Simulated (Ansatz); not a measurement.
CH5SSi (charge −1)

The calculation's input:

```
basis:
  gaussian:
    orbitals: def2-TZVPD
crystal:
  periodic: [false, false, false]
  atoms:
    - {symbol: C, position_ang: [-0.831403, -0.297122, -0.171508]}
    - {symbol: S, position_ang: [1.965172, 1.510219, -0.620755]}
    - {symbol: Si, position_ang: [0.821828, -0.133141, -1.112659]}
    - {symbol: H, position_ang: [-0.648390, -0.357885, 0.912694]}
    - {symbol: H, position_ang: [-1.384853, -1.198887, -0.486495]}
    - {symbol: H, position_ang: [-1.463837, 0.585451, -0.355297]}
    - {symbol: H, position_ang: [1.488660, -1.482148, -0.885937]}
    - {symbol: H, position_ang: [0.403172, -0.221939, -2.573046]}
output: {forces: true, orbitals: {seedname: orbitals}}
hamiltonian:
  xc: {name: PBE0}
total_charge: -1
```

Launched as:

```sh
ansatz run input.yaml --threads 2 --pin off --max-ram 4350MiB --events-out events.jsonl --progress --plain --runs-dir runs
```

Geometry: PBE0-D3(BJ)/def2-SVPD.

These are results of Ansatz 0.2.0, isolated molecule in a Gaussian basis; Kohn-Sham density functional theory, functional PBE0, not measurements.

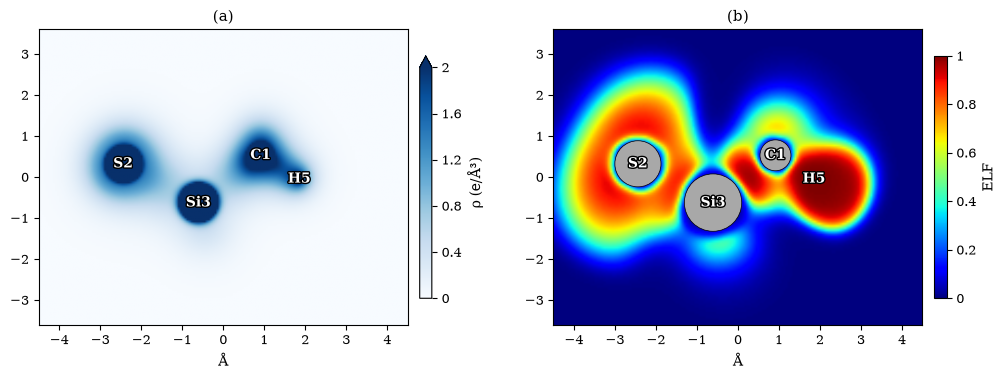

Figure 1. (a) total electron density; (b) electron localisation function on the plane of atoms Si3, C1 and H5. Grey discs cover the atomic cores in the ELF map.

> Describe what can be read from this map.

- The plane passes through C, S, Si and H nuclei.
- C–Si (1.91 Å): the density is about 0.9 e/Å³ at the midpoint; the ELF peaks at about 0.95 between the atoms, as expected for a shared electron pair.
- Si–S (2.06 Å): ρ is about 0.9 e/Å³ halfway; the ELF peaks at about 0.85 between the atoms; a covalent bond.
- C–H (1.10 Å): the density is about 1.9 e/Å³ at the midpoint; the ELF climbs to about 1 towards the hydrogen, as it does in any bond to H: an ordinary covalent bond to hydrogen.
- The ELF also peaks beside S2, away from the bonds: lone-pair regions.

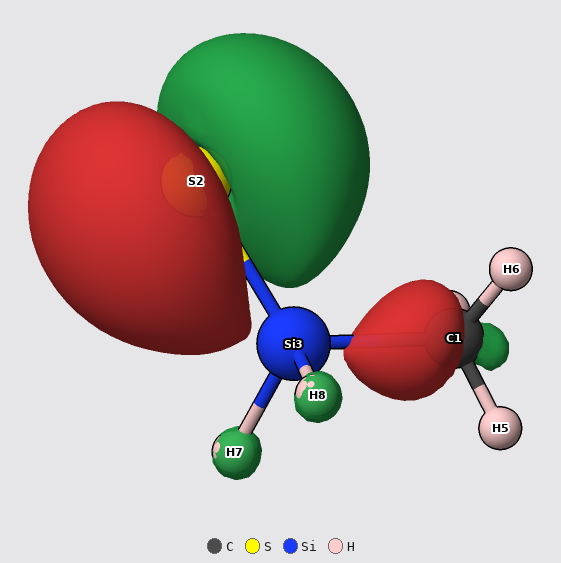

Figure 2. The HOMO−1 at ±0.1 Å⁻³ᐟ² (green and red are the two phases), seen at a tilt.

> What is the character of this orbital?

It lies mainly on S2 (about 80 %); largely a lone pair of S2. Its energy is −1.06 eV.
